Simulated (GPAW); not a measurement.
Geometry relaxation, with input and output: InH$_{2}$O (part 3 of 5)

The same run, continued: InH$_{2}$O, multiplicity 2, SMILES [OH][InH]; PBE/plane waves, UKS, dispersion D3(0), scalar-relativistic datasets (GPAW 26.7.0). The atoms were displaced at random from an optimised geometry.

Geometry of the input (Å):
```
O  -0.3189  -1.0639  0.2945
In 0.5730  0.7888  -0.0376
H  0.2545  -1.6209  0.8027
H  -0.4403  1.8312  -1.0014
```

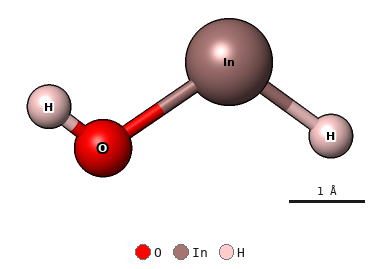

**Figure 1.** The structure as given in the input (ball-and-stick view, seen at a tilt). Sticks mark near contacts.

### The program's output, continued
```
Converged in 6 steps
SCF loop duration: 8.317 s (1.386 s/step)
Energy contributions relative to reference atoms: (reference = -162041.252286)

Energy contributions:
  Kinetic:          24.427227
  Coulomb:         -24.871945
  Zero:              0.200130
  External:          0.000000
  Xc:              -14.398477
  Entropy:           0.000000
  Spinorbit:         0.000000
  ----------------------------
  Free energy:     -14.643065
  Extrapolated:    -14.643065

dipole moment: (0.384304, 0.146435, 0.089392)  # |e|*Ang

Total magnetic moment: (0.000000, 0.000000, 1.000001)

Local magnetic moments
|        x |        y |         z |
|----------|----------|-----------|
| 0.000000 | 0.000000 |  0.083154 |  # O    0
| 0.000000 | 0.000000 |  0.165554 |  # In   1
| 0.000000 | 0.000000 | -0.000821 |  # H    2
| 0.000000 | 0.000000 |  0.076516 |  # H    3

Fermi levels: -2.935, -4.226
Eigenvalues  # (at kpt = [0.000, 0.000, 0.000])
| band index |      eig [eV] | occ [0-1] |      eig [eV] | occ [0-1] |
|------------|---------------|-----------|---------------|-----------|
|          0 |       -23.466 |     1.000 |       -23.280 |     1.000 |
|        ... |               |           |               |           |
|          3 |       -18.484 |     1.000 |       -18.427 |     1.000 |
|          4 |       -18.471 |     1.000 |       -18.364 |     1.000 |
|          5 |       -18.286 |     1.000 |       -18.198 |     1.000 |
|          6 |       -11.020 |     1.000 |       -10.878 |     1.000 |
|          7 |        -8.992 |     1.000 |        -8.567 |     1.000 |
|          8 |        -7.392 |     1.000 |        -6.899 |     1.000 |
|          9 |        -6.593 |     1.000 |        -6.516 |     1.000 |
|         10 |        -4.736 |     1.000 |        -3.716 |     0.000 |
|         11 |        -2.153 |     0.000 |        -1.785 |     0.000 |
|         12 |        -0.778 |     0.000 |        -0.554 |     0.000 |
|         13 |        -0.315 |     0.000 |        -0.055 |     0.000 |
|         14 |         0.399 |     0.000 |         0.682 |     0.000 |

Gap: 1.563 eV
Transition (v -> c):
  (s=1, k=0, n=10, [0.00, 0.00, 0.00]) -> (s=0, k=0, n=11, [0.00, 0.00, 0.00])
No difference between direct/indirect transitions
vacuum-level: 0.228  # V

Forces  # eV/Ang
|        x |        y |        z |
|----------|----------|----------|
|  0.00387 |  0.04019 | -0.01754 |  # O    0
| -0.00405 | -0.03595 |  0.00286 |  # In   1
|  0.00977 | -0.00877 |  0.02614 |  # H    2
| -0.00796 |  0.01033 |  0.00310 |  # H    3

Force computation time: 0.437  # s
BFGS:   20 00:04:05      -14.648883        0.045836
         .--------------------------.
        /|                          |
       / |                          |
      /  |                          |
     /   |                          |
    /    |                          |
   /     |                          |
  /      |                          |
 *       |                          |
 |       |                          |
 |       |                          |
 |       |       OH In              |
 |       |                          |
 |       |                          |
 |       .--------------------------.
 |      /                          /
 |     /                          /
 |    /                          /
 |   /                          /
 |  /                          /
 | /                          /
 |/                          /
 *--------------------------*

Atoms  # Å, Bohr magnetons
|   | symbol |        x |        y |        z |    initial magnetic moments |
|---|--------|----------|----------|----------|-----------------------------|
| 0 |      O | 5.125105 | 5.602483 | 6.364046 | ( 0.0000,  0.0000,  0.0832) |
| 1 |     In | 6.022024 | 7.384543 | 5.959412 | ( 0.0000,  0.0000,  0.1656) |
| 2 |      H | 5.694056 | 4.976807 | 6.845512 | ( 0.0000,  0.0000, -0.0008) |
| 3 |      H | 4.982791 | 8.474969 | 5.000104 | ( 0.0000,  0.0000,  0.0765) |

Unit cell  # Å
| periodic |         x |         y |         z |   lengths |    angles |
|----------|-----------|-----------|-----------|-----------|-----------|
|       no | 11.013300 |  0.000000 |  0.000000 | 11.013300 | 90.000000 |
|       no |  0.000000 | 13.452100 |  0.000000 | 13.452100 | 90.000000 |
|       no |  0.000000 |  0.000000 | 11.804100 | 11.804100 | 90.000000 |

Initialization done in: 1.054 s

convergence criteria:
- Maximum [total energy] change in last 3 cyles: 0.0005 eV / valence electron
- Maximum integral of absolute [dens]ity change: 0.0001 electrons / valence electron
- Maximum integral of absolute [eigenst]ate change: 4e-08 eV^2 / valence electron
maximum number of iterations: 100

SCF iterations
|iter     |     time |      energy | eigst |  dens |  magmom |
|---------|----------|-------------|-------|-------|---------|
|iter:   1| 00:04:07 |  -14.643459c| -3.15 |       |  +1.0001|
|iter:   2| 00:04:08 |  -14.643439c| -4.70 | -2.79 |  +1.0001|
|iter:   3| 00:04:10 |  -14.643297c| -4.91 | -2.82 |  +1.0000|
|iter:   4| 00:04:12 |  -14.643258c| -5.11 | -3.06 |  +1.0000|
|iter:   5| 00:04:13 |  -14.643251c| -5.77 | -3.44 |  +1.0000|
|iter:   6| 00:04:15 |  -14.643252c| -7.02 | -3.78 |  +1.0000|
|iter:   7| 00:04:16 |  -14.643252c| -7.98c| -4.18c|  +1.0000|

Converged in 7 steps
SCF loop duration: 10.398 s (1.485 s/step)
Energy contributions relative to reference atoms: (reference = -162041.252286)

Energy contributions:
  Kinetic:          24.421498
  Coulomb:         -24.864716
  Zero:              0.200267
  External:          0.000000
  Xc:              -14.400301
  Entropy:           0.000000
  Spinorbit:         0.000000
  ----------------------------
  Free energy:     -14.643252
  Extrapolated:    -14.643252

dipole moment: (0.384575, 0.147794, 0.089080)  # |e|*Ang

Total magnetic moment: (0.000000, 0.000000, 1.000000)

Local magnetic moments
|        x |        y |         z |
|----------|----------|-----------|
| 0.000000 | 0.000000 |  0.083151 |  # O    0
| 0.000000 | 0.000000 |  0.165707 |  # In   1
| 0.000000 | 0.000000 | -0.000818 |  # H    2
| 0.000000 | 0.000000 |  0.076425 |  # H    3

Fermi levels: -2.936, -4.228
Eigenvalues  # (at kpt = [0.000, 0.000, 0.000])
| band index |      eig [eV] | occ [0-1] |      eig [eV] | occ [0-1] |
|------------|---------------|-----------|---------------|-----------|
|          0 |       -23.462 |     1.000 |       -23.277 |     1.000 |
|        ... |               |           |               |           |
|          3 |       -18.484 |     1.000 |       -18.428 |     1.000 |
|          4 |       -18.472 |     1.000 |       -18.365 |     1.000 |
|          5 |       -18.287 |     1.000 |       -18.199 |     1.000 |
|          6 |       -11.019 |     1.000 |       -10.878 |     1.000 |
|          7 |        -8.992 |     1.000 |        -8.567 |     1.000 |
|          8 |        -7.390 |     1.000 |        -6.897 |     1.000 |
|          9 |        -6.590 |     1.000 |        -6.513 |     1.000 |
|         10 |        -4.738 |     1.000 |        -3.718 |     0.000 |
|         11 |        -2.154 |     0.000 |        -1.786 |     0.000 |
|         12 |        -0.778 |     0.000 |        -0.553 |     0.000 |
|         13 |        -0.314 |     0.000 |        -0.055 |     0.000 |
|         14 |         0.400 |     0.000 |         0.684 |     0.000 |

Gap: 1.564 eV
Transition (v -> c):
  (s=1, k=0, n=10, [0.00, 0.00, 0.00]) -> (s=0, k=0, n=11, [0.00, 0.00, 0.00])
No difference between direct/indirect transitions
vacuum-level: 0.228  # V

Forces  # eV/Ang
|        x |        y |        z |
|----------|----------|----------|
| -0.00033 |  0.06040 | -0.02546 |  # O    0
| -0.00504 | -0.05668 |  0.01499 |  # In   1
|  0.01961 | -0.01599 |  0.02747 |  # H    2
| -0.01349 |  0.01770 | -0.00589 |  # H    3

Force computation time: 0.431  # s
BFGS:   21 00:04:17      -14.649085        0.067443
         .--------------------------.
        /|                          |
       / |                          |
      /  |                          |
     /   |                          |
    /    |                          |
   /     |                          |
  /      |                          |
 *       |                          |
 |       |                          |
 |       |                          |
 |       |       OH In              |
 |       |                          |
 |       |                          |
 |       .--------------------------.
 |      /                          /
 |     /                          /
 |    /                          /
 |   /                          /
 |  /                          /
 | /                          /
 |/                          /
 *--------------------------*

Atoms  # Å, Bohr magnetons
|   | symbol |        x |        y |        z |    initial magnetic moments |
|---|--------|----------|----------|----------|-----------------------------|
| 0 |      O | 5.127024 | 5.603877 | 6.366365 | ( 0.0000,  0.0000,  0.0832) |
| 1 |     In | 6.028078 | 7.381471 | 5.952280 | ( 0.0000,  0.0000,  0.1657) |
| 2 |      H | 5.690078 | 4.982492 | 6.860329 | ( 0.0000,  0.0000, -0.0008) |
| 3 |      H | 4.978930 | 8.475725 | 5.009031 | ( 0.0000,  0.0000,  0.0764) |

Unit cell  # Å
| periodic |         x |         y |         z |   lengths |    angles |
|----------|-----------|-----------|-----------|-----------|-----------|
|       no | 11.013300 |  0.000000 |  0.000000 | 11.013300 | 90.000000 |
|       no |  0.000000 | 13.452100 |  0.000000 | 13.452100 | 90.000000 |
|       no |  0.000000 |  0.000000 | 11.804100 | 11.804100 | 90.000000 |

Initialization done in: 1.054 s

convergence criteria:
- Maximum [total energy] change in last 3 cyles: 0.0005 eV / valence electron
- Maximum integral of absolute [dens]ity change: 0.0001 electrons / valence electron
- Maximum integral of absolute [eigenst]ate change: 4e-08 eV^2 / valence electron
maximum number of iterations: 100

SCF iterations
|iter     |     time |      energy | eigst |  dens |  magmom |
|---------|----------|-------------|-------|-------|---------|
|iter:   1| 00:04:19 |  -14.643945c| -2.78 |       |  +1.0001|
|iter:   2| 00:04:20 |  -14.643897c| -4.32 | -2.60 |  +1.0001|
|iter:   3| 00:04:22 |  -14.643559c| -4.51 | -2.64 |  +1.0001|
|iter:   4| 00:04:23 |  -14.643480c| -4.70 | -2.89 |  +1.0000|
|iter:   5| 00:04:25 |  -14.643461c| -5.34 | -3.25 |  +1.0000|
|iter:   6| 00:04:27 |  -14.643462c| -6.59 | -3.62 |  +1.0000|
|iter:   7| 00:04:28 |  -14.643462c| -7.59c| -4.02c|  +1.0000|

Converged in 7 steps
SCF loop duration: 10.385 s (1.484 s/step)
Energy contributions relative to reference atoms: (reference = -162041.252286)

Energy contributions:
  Kinetic:          24.429363
  Coulomb:         -24.871396
  Zero:              0.200220
  External:          0.000000
  Xc:              -14.401650
  Entropy:           0.000000
  Spinorbit:         0.000000
  ----------------------------
  Free energy:     -14.643462
  Extrapolated:    -14.643462

dipole moment: (0.385046, 0.147811, 0.089599)  # |e|*Ang

Total magnetic moment: (0.000000, 0.000000, 1.000000)

Local magnetic moments
|        x |        y |         z |
|----------|----------|-----------|
| 0.000000 | 0.000000 |  0.083052 |  # O    0
| 0.000000 | 0.000000 |  0.165809 |  # In   1
| 0.000000 | 0.000000 | -0.000816 |  # H    2
| 0.000000 | 0.000000 |  0.076414 |  # H    3

Fermi levels: -2.936, -4.230
Eigenvalues  # (at kpt = [0.000, 0.000, 0.000])
| band index |      eig [eV] | occ [0-1] |      eig [eV] | occ [0-1] |
|------------|---------------|-----------|---------------|-----------|
|          0 |       -23.461 |     1.000 |       -23.276 |     1.000 |
|        ... |               |           |               |           |
|          3 |       -18.483 |     1.000 |       -18.427 |     1.000 |
|          4 |       -18.472 |     1.000 |       -18.364 |     1.000 |
|          5 |       -18.286 |     1.000 |       -18.198 |     1.000 |
|          6 |       -11.021 |     1.000 |       -10.879 |     1.000 |
|          7 |        -8.990 |     1.000 |        -8.564 |     1.000 |
|          8 |        -7.388 |     1.000 |        -6.896 |     1.000 |
|          9 |        -6.589 |     1.000 |        -6.513 |     1.000 |
|         10 |        -4.740 |     1.000 |        -3.719 |     0.000 |
|         11 |        -2.153 |     0.000 |        -1.785 |     0.000 |
|         12 |        -0.778 |     0.000 |        -0.553 |     0.000 |
|         13 |        -0.313 |     0.000 |        -0.054 |     0.000 |
|         14 |         0.400 |     0.000 |         0.686 |     0.000 |

Gap: 1.566 eV
Transition (v -> c):
  (s=1, k=0, n=10, [0.00, 0.00, 0.00]) -> (s=0, k=0, n=11, [0.00, 0.00, 0.00])
No difference between direct/indirect transitions
vacuum-level: 0.228  # V

Forces  # eV/Ang
|        x |        y |        z |
|----------|----------|----------|
| -0.00138 |  0.05614 | -0.02081 |  # O    0
| -0.00674 | -0.05701 |  0.01943 |  # In   1
|  0.01982 | -0.01462 |  0.01898 |  # H    2
| -0.01254 |  0.01987 | -0.01106 |  # H    3

Force computation time: 0.439  # s
BFGS:   22 00:04:29      -14.649311        0.061776
         .--------------------------.
        /|                          |
       / |                          |
      /  |                          |
     /   |                          |
    /    |                          |
   /     |                          |
  /      |                          |
 *       |                          |
 |       |                          |
 |       |                          |
 |       |       OH In              |
 |       |                          |
 |       |                          |
 |       .--------------------------.
 |      /                          /
 |     /                          /
 |    /                          /
 |   /                          /
 |  /                          /
 | /                          /
 |/                          /
 *--------------------------*

Atoms  # Å, Bohr magnetons
|   | symbol |        x |        y |        z |    initial magnetic moments |
|---|--------|----------|----------|----------|-----------------------------|
| 0 |      O | 5.128280 | 5.605427 | 6.368462 | ( 0.0000,  0.0000,  0.0831) |
| 1 |     In | 6.031870 | 7.378682 | 5.948227 | ( 0.0000,  0.0000,  0.1658) |
| 2 |      H | 5.687687 | 4.986017 | 6.869590 | ( 0.0000,  0.0000, -0.0008) |
| 3 |      H | 4.976258 | 8.476561 | 5.014311 | ( 0.0000,  0.0000,  0.0764) |

Unit cell  # Å
| periodic |         x |         y |         z |   lengths |    angles |
|----------|-----------|-----------|-----------|-----------|-----------|
|       no | 11.013300 |  0.000000 |  0.000000 | 11.013300 | 90.000000 |
|       no |  0.000000 | 13.452100 |  0.000000 | 13.452100 | 90.000000 |
|       no |  0.000000 |  0.000000 | 11.804100 | 11.804100 | 90.000000 |

Initialization done in: 1.063 s

convergence criteria:
- Maximum [total energy] change in last 3 cyles: 0.0005 eV / valence electron
- Maximum integral of absolute [dens]ity change: 0.0001 electrons / valence electron
- Maximum integral of absolute [eigenst]ate change: 4e-08 eV^2 / valence electron
maximum number of iterations: 100

SCF iterations
|iter     |     time |      energy | eigst |  dens |  magmom |
|---------|----------|-------------|-------|-------|---------|
|iter:   1| 00:04:30 |  -14.643799c| -3.18 |       |  +1.0000|
|iter:   2| 00:04:32 |  -14.643769c| -4.69 | -2.77 |  +1.0000|
|iter:   3| 00:04:34 |  -14.643596c| -4.70 | -2.81 |  +1.0000|
|iter:   4| 00:04:35 |  -14.643574c| -5.10 | -3.13 |  +1.0000|
|iter:   5| 00:04:37 |  -14.643566c| -5.72 | -3.44 |  +1.0000|
|iter:   6| 00:04:39 |  -14.643566c| -6.87 | -3.80 |  +1.0000|
|iter:   7| 00:04:40 |  -14.643567c| -7.90c| -4.21c|  +1.0000|

Converged in 7 steps
SCF loop duration: 10.464 s (1.495 s/step)
Energy contributions relative to reference atoms: (reference = -162041.252286)

Energy contributions:
  Kinetic:          24.451654
  Coulomb:         -24.892113
  Zero:              0.199970
  External:          0.000000
  Xc:              -14.403078
  Entropy:           0.000000
  Spinorbit:         0.000000
  ----------------------------
  Free energy:     -14.643567
  Extrapolated:    -14.643567

dipole moment: (0.385263, 0.146048, 0.090304)  # |e|*Ang

Total magnetic moment: (0.000000, 0.000000, 1.000000)

Local magnetic moments
|        x |        y |         z |
|----------|----------|-----------|
| 0.000000 | 0.000000 |  0.082931 |  # O    0
| 0.000000 | 0.000000 |  0.165767 |  # In   1
| 0.000000 | 0.000000 | -0.000818 |  # H    2
| 0.000000 | 0.000000 |  0.076502 |  # H    3
```
